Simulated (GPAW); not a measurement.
# Cutoff, mesh and smearing for a 3-layer slab of K(111), part 2 of 2

How do cutoff, mesh, smearing and the dipole layer change the work function of a 3-layer slab of K(111)?

GPAW 26.7.0; GPAW, PAW setups; slab in vacuum.

So far, upper work function (eV): 2.18 in steps 2, 3 and 6.

### 8. K mesh 3×3

The mesh in the plane samples the bands: a metal's Fermi level needs it dense, and band edges must lie on it.

File run.py:

```python
import json
import numpy as np
from ase import Atoms
from gpaw import GPAW, PW

slab = Atoms(
    ['K', 'K', 'K'],
    positions=[
        [3.69817, 2.13514, 8.00000],
        [7.39634, 4.27028, 9.51124],
        [0.00000, -0.00000, 10.20090]],
    cell=[[7.39634, 0.0, 0.0], [3.69817, 6.40542, 0.0], [0.0, 0.0, 19.01954]],
    pbc=[True, True, False])

slab.calc = GPAW(mode=PW(400), xc='PBE', kpts={'size': (3, 3, 1), 'gamma': True},
                 occupations={'name': 'fermi-dirac', 'width': 0.1}, nbands='140%',
                 convergence={'density': 1e-05}, maxiter=200,
                 poissonsolver={'dipolelayer': 'xy'},
                 symmetry={'tolerance': 1e-3}, txt='slab.txt')
result = {}
energy = slab.get_potential_energy()
fermi = slab.calc.get_fermi_level()
v = slab.calc.get_electrostatic_potential().mean((0, 1)) - fermi
n = slab.calc.get_pseudo_density().mean((0, 1))
L = slab.cell[2, 2]
z = np.arange(len(v)) * L / len(v)
low, high = slab.positions[:, 2].min(), slab.positions[:, 2].max()
below, above = np.interp([low - 5.8, high + 5.8], z, v)
slopes = [np.interp(x, z, np.gradient(v, z)) for x in (low - 5.8, high + 5.8)]
eps = np.array([[slab.calc.get_eigenvalues(k, s) for k in range(len(slab.calc.get_ibz_k_points()))]
                for s in range(slab.calc.get_number_of_spins())]) - fermi
top, bottom = eps[eps < 0].max(), eps[eps > 0].min()
dipole = slab.get_dipole_moment()[2]
print(f'energy {energy:.4f} eV, Fermi level {fermi:.4f} eV, dipole {dipole:.5f} e A')
print(f'potential 5.8 A off the faces, from the Fermi level: lower {below:.4f} eV, upper {above:.4f} eV')
print(f'slope of the potential there: lower {slopes[0]:.5f}, upper {slopes[1]:.5f} eV/A')
print(f'nearest levels on the mesh: {top:.4f} and {bottom:.4f} eV')
print('magnetic moment', round(slab.get_magnetic_moment(), 3))
result.update(energy=energy, fermi=fermi, dipole=dipole, below=below, above=above, slopes=slopes, edges=[top, bottom],
              z=z.tolist(), v=v.tolist(), n=n.tolist(), positions=slab.positions.tolist(),
              forces=slab.get_forces(apply_constraint=False).tolist(), moments=slab.get_magnetic_moments().tolist())
json.dump(result, open('result.json', 'w'))
```

Command:

```bash
$ OMP_NUM_THREADS=1 OPENBLAS_NUM_THREADS=1 python run.py
```

Output:

```text
energy -2.6775 eV, Fermi level -1.3276 eV, dipole -0.02168 e A
potential 5.8 A off the faces, from the Fermi level: lower 2.1291 eV, upper 2.2117 eV
slope of the potential there: lower -0.00054, upper 0.00070 eV/A
nearest levels on the mesh: -0.2063 and 0.1678 eV
magnetic moment 0.0
```

Elapsed: 15 s, on 1 thread of Intel Xeon 6975P-C (Granite Rapids), shared host; peak memory 0.32 GiB.

The run finished with changed settings (kpts = [3, 3]); it serves as a test.

Side by side:

| quantity | this run | sound run | difference |
| --- | --- | --- | --- |
| dipole along the normal (e·Å) | -0.021681 | -0.020878 | -8.0e-4 |
| upper work function (eV) | 2.2117 | 2.1773 | 0.0344 |
| lower work function (eV) | 2.1291 | 2.0978 | 0.0313 |

One result that differs is the upper work function, 2.21 eV against 2.18 eV.

### 9. K mesh 8×8: kpts = [8, 8]

The mesh in the plane samples the bands: a metal's Fermi level needs it dense, and band edges must lie on it.

Edit run.py of step 8 so:

```diff
@@ -14,3 +14,3 @@
 
-slab.calc = GPAW(mode=PW(400), xc='PBE', kpts={'size': (3, 3, 1), 'gamma': True},
+slab.calc = GPAW(mode=PW(400), xc='PBE', kpts={'size': (8, 8, 1), 'gamma': True},
                  occupations={'name': 'fermi-dirac', 'width': 0.1}, nbands='140%',
```

Output:

```text
energy -2.7504 eV, Fermi level -1.2926 eV, dipole -0.02097 e A
potential 5.8 A off the faces, from the Fermi level: lower 2.1006 eV, upper 2.1805 eV
slope of the potential there: lower -0.00059, upper 0.00075 eV/A
nearest levels on the mesh: -0.0599 and 0.0551 eV
magnetic moment 0.0
```

The job ended after 36 s (1 thread; peak memory 0.38 GiB).

Numbers from this step:

```yaml
dipole_along_the_normal: -0.02097 e·Å
levels_nearest_the_fermi_level_on_the_mesh: -0.05987, 0.05510 eV from the Fermi level
upper_work_function: 2.181 eV
lower_work_function: 2.101 eV
```

Electrostatic potential energy of an electron (without an applied field's), less the Fermi level, planar mean against z:

| z (Å) | electrostatic potential energy of an electron (without an applied field's), less the Fermi level, planar mean (eV) |
| --- | --- |
| 0 | 2.14 |
| 2 | 2.10 |
| 4 | 2.09 |
| 6 | 1.94 |
| 8 | -2.20 |
| 10 | -3.66 |
| 12 | 1.86 |
| 14 | 2.17 |
| 16 | 2.18 |
| 18 | 2.18 |

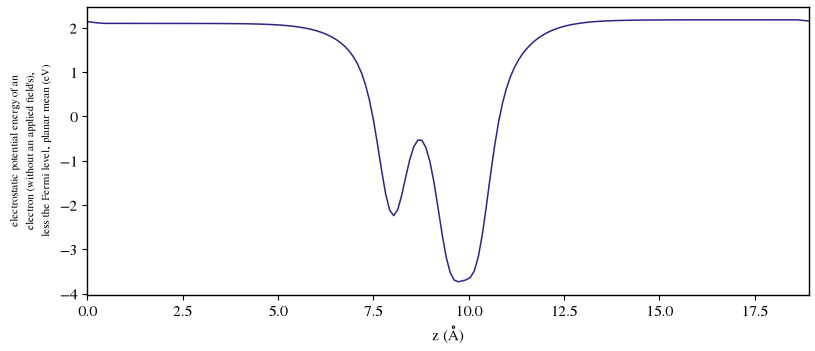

Electrostatic potential energy of an electron (without an applied field's), less the Fermi level, planar mean, plotted against z.

The upper face's work function is 2.181 eV, against 2.177 eV in the first plane-wave PBE run at this geometry.

### 10. Scheme Marzari-Vanderbilt, smearing 0.2

Smearing changes the occupations near the Fermi level, and with them the level itself. Smearing helps the SCF of a metal converge, but it blurs occupations at band edges near the Fermi level.

Edit run.py of step 9 so:

```diff
@@ -14,4 +14,4 @@
 
-slab.calc = GPAW(mode=PW(400), xc='PBE', kpts={'size': (8, 8, 1), 'gamma': True},
-                 occupations={'name': 'fermi-dirac', 'width': 0.1}, nbands='140%',
+slab.calc = GPAW(mode=PW(400), xc='PBE', kpts={'size': (5, 5, 1), 'gamma': True},
+                 occupations={'name': 'marzari-vanderbilt', 'width': 0.2}, nbands='140%',
                  convergence={'density': 1e-05}, maxiter=200,
```

Output:

```text
energy -2.7778 eV, Fermi level -1.2455 eV, dipole -0.02209 e A
potential 5.8 A off the faces, from the Fermi level: lower 2.0352 eV, upper 2.1193 eV
slope of the potential there: lower -0.00044, upper 0.00059 eV/A
nearest levels on the mesh: -0.1828 and 0.1016 eV
magnetic moment 0.0
```

The job ended after 21 s (1 thread; peak memory 0.34 GiB).

This step gave:

| Item | Value |
| --- | --- |
| dipole along the normal | -0.02209 e·Å |
| levels nearest the Fermi level on the mesh | -0.1828, 0.1016 eV from the Fermi level |
| upper work function | 2.119 eV |
| lower work function | 2.035 eV |

Electrostatic potential energy of an electron (without an applied field's), less the Fermi level, planar mean against z:

| z (Å) | electrostatic potential energy of an electron (without an applied field's), less the Fermi level, planar mean (eV) |
| --- | --- |
| 0 | 2.08 |
| 1 | 2.04 |
| 2 | 2.04 |
| 3 | 2.03 |
| 4 | 2.03 |
| 5 | 2.01 |
| 6 | 1.88 |
| 7 | 1.28 |
| 8 | -2.21 |
| 9 | -1.10 |
| 10 | -3.66 |
| 11 | 0.645 |
| 12 | 1.82 |
| 13 | 2.06 |
| 14 | 2.11 |
| 15 | 2.12 |
| 16 | 2.12 |
| 17 | 2.12 |
| 18 | 2.12 |

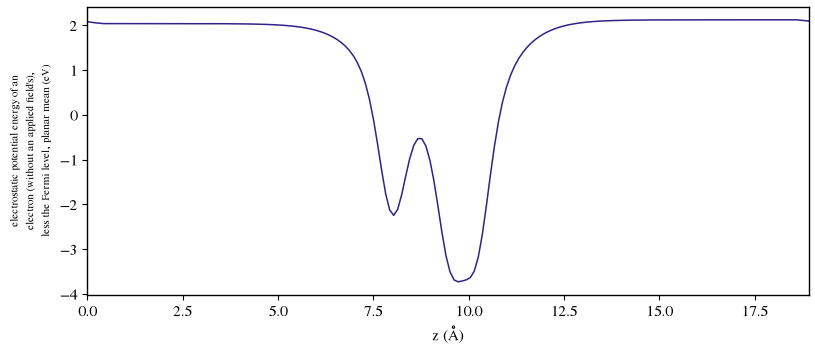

Electrostatic potential energy of an electron (without an applied field's), less the Fermi level, planar mean against z.

The upper face's work function is 2.119 eV, against 2.177 eV in the first plane-wave PBE run at this geometry.

### 11. Cost and result by level

Times are for 1 thread of Intel Xeon 6975P-C (Granite Rapids), shared host. Results by setting:

| no. | run | upper work function (eV) | lower work function (eV) | time | memory (GiB) |
| --- | --- | --- | --- | --- | --- |
| 1 | pw | 2.177 | 2.098 | 21 s | 0.34 |
| 2 | cutoff 700 | 2.176 | 2.096 | 49 s | 0.66 |
| 3 | k mesh 8×8 | 2.181 | 2.101 | 36 s | 0.38 |
| 4 | scheme Marzari-Vanderbilt, smearing 0.2 | 2.119 | 2.035 | 21 s | 0.34 |

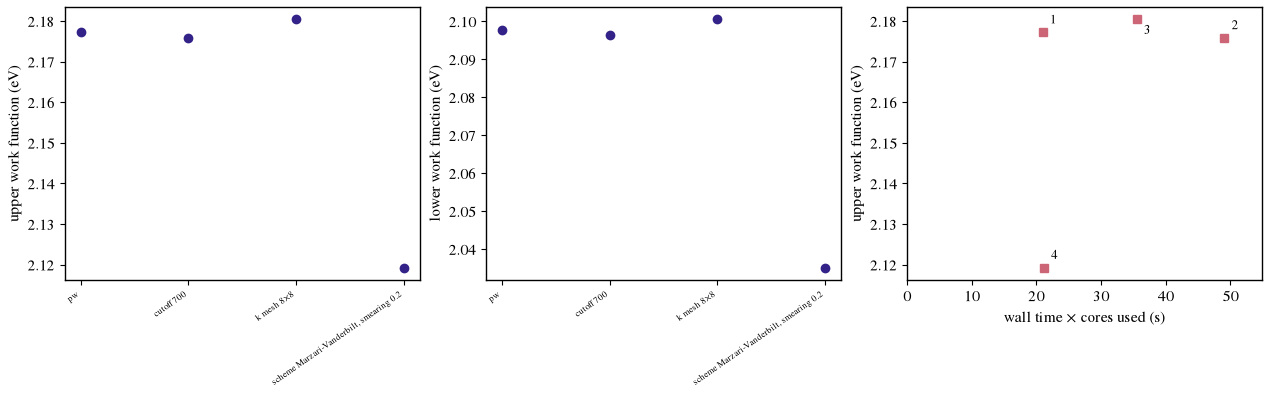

The series as plots; the last panel sets the first result against cost, with the runs numbered as in the table.

### 12. Without the dipole layer

The dipole layer is taken out and the cell repeats along the normal.

Edit run.py of step 10 so:

```diff
@@ -12,8 +12,7 @@
     cell=[[7.39634, 0.0, 0.0], [3.69817, 6.40542, 0.0], [0.0, 0.0, 19.01954]],
-    pbc=[True, True, False])
+    pbc=[True, True, True])
 
 slab.calc = GPAW(mode=PW(400), xc='PBE', kpts={'size': (5, 5, 1), 'gamma': True},
-                 occupations={'name': 'marzari-vanderbilt', 'width': 0.2}, nbands='140%',
+                 occupations={'name': 'fermi-dirac', 'width': 0.1}, nbands='140%',
                  convergence={'density': 1e-05}, maxiter=200,
-                 poissonsolver={'dipolelayer': 'xy'},
                  symmetry={'tolerance': 1e-3}, txt='slab.txt')
```

Output:

```text
energy -2.7727 eV, Fermi level -1.2874 eV, dipole -0.03137 e A
potential 5.8 A off the faces, from the Fermi level: lower 2.1218 eV, upper 2.1546 eV
slope of the potential there: lower -0.00687, upper -0.00550 eV/A
nearest levels on the mesh: -0.1750 and 0.1191 eV
magnetic moment 0.0
```

Run time: 20 s. Hardware: 1 thread; peak memory 0.33 GiB.

The run finished with changed settings (dipole = false and pbc_z = true); it serves as a test.

The two runs compared:

| quantity | this run | sound run | difference |
| --- | --- | --- | --- |
| dipole along the normal (e·Å) | -0.031370 | -0.020878 | -0.0105 |
| upper work function (eV) | 2.1546 | 2.1773 | -0.0227 |
| lower work function (eV) | 2.1218 | 2.0978 | 0.0241 |

The two runs differ clearly in the dipole along the normal: -0.0314 e·Å against -0.0209 e·Å.

### 13. Side by side

Results and costs are gathered.

This step: comparison of work functions, dipole and cost (GPAW 26.7.0).

Ladder, by row:

| step | code | work function, upper (eV) | work function, lower (eV) | dipole (e Å) | wall time (s) | peak memory (GiB) | threads |
| --- | --- | --- | --- | --- | --- | --- | --- |
| pw | GPAW | 2.177 | 2.098 | -0.02088 | 21.01 | 0.34 | 1 |
| ecut200 | GPAW | 2.177 | 2.098 | -0.02171 | 6.84 | 0.19 | 1 |
| ecut300 | GPAW | 2.177 | 2.098 | -0.02085 | 12.59 | 0.26 | 1 |
| ecut700 | GPAW | 2.176 | 2.096 | -0.02085 | 49.03 | 0.66 | 1 |
| k2 | GPAW | 2.53 | 2.441 | -0.02358 | 11.8 | 0.31 | 1 |
| k3 | GPAW | 2.212 | 2.129 | -0.02168 | 14.77 | 0.32 | 1 |
| k8 | GPAW | 2.181 | 2.101 | -0.02097 | 35.59 | 0.38 | 1 |
| smear | GPAW | 2.119 | 2.035 | -0.02209 | 21.18 | 0.34 | 1 |
| nodip | GPAW | 2.155 | 2.122 | -0.03137 | 19.89 | 0.33 | 1 |

### 14. A changed run

One more run, with changed settings.

This step: GPAW, PAW setups; slab in vacuum (GPAW 26.7.0).

Edit run.py of step 12 so:

```diff
@@ -12,7 +12,8 @@
     cell=[[7.39634, 0.0, 0.0], [3.69817, 6.40542, 0.0], [0.0, 0.0, 19.01954]],
-    pbc=[True, True, True])
+    pbc=[True, True, False])
 
-slab.calc = GPAW(mode=PW(400), xc='PBE', kpts={'size': (5, 5, 1), 'gamma': True},
+slab.calc = GPAW(mode=PW(400), xc='pbe96', kpts={'size': (5, 5, 1), 'gamma': True},
                  occupations={'name': 'fermi-dirac', 'width': 0.1}, nbands='140%',
-                 convergence={'density': 1e-05}, maxiter=200,
+                 convergence={'density': 1e-05}, maxiter=100,
+                 poissonsolver={'dipolelayer': 'xy'},
                  symmetry={'tolerance': 1e-3}, txt='slab.txt')
```

Output:

```text
NameError: Unknown functional: pbe96.
```

Wall time 0.51 s (1 thread); peak memory 0.1 GiB.

The program refused the input before any cycle.

The program's message: “NameError: Unknown functional: pbe96.”

The change that led to it: xc = "pbe96".

### 15. Outcome

```
work function, upper and lower face : 2.177 and 2.098 eV
dipole along the normal             : -0.0209 e Å
```

In words: With plane waves and PBE the work function is 2.18 eV on the upper face and 2.10 eV on the lower. The two faces differ by 0.080 eV, the step that the slab's dipole makes (e p/(ε0 A) gives 0.080 eV), so the dipole layer is needed. The lowest atoms were held at bulk positions, which alone makes the faces unlike. The other smearing (Marzari-Vanderbilt of 0.2 eV in place of Fermi-Dirac of 0.1) moves the two faces by -0.058 and -0.063 eV on the same mesh; a mesh is converged only for its smearing. Over the sound runs of the table the upper face's work function spans 2.119 (smear) to 2.181 eV (k8). The slab is only 2.2 Å thick between its outer nuclei, so the values belong to this film more than to the surface of the bulk metal. The in-plane lattice was kept as typed, which isn't the functional's own and leaves some strain; spin-orbit coupling and temperature are left out.

[Logs are printed without paths, hosts, clocks, repeated set-up lines and the standing remarks that a program may print on its own settings, such as how far it seeks lower states.]

[Hosts, paths, dates, database ids (printed as entryN), source tags and the programs' standing remarks are cut or masked in the printed files.]
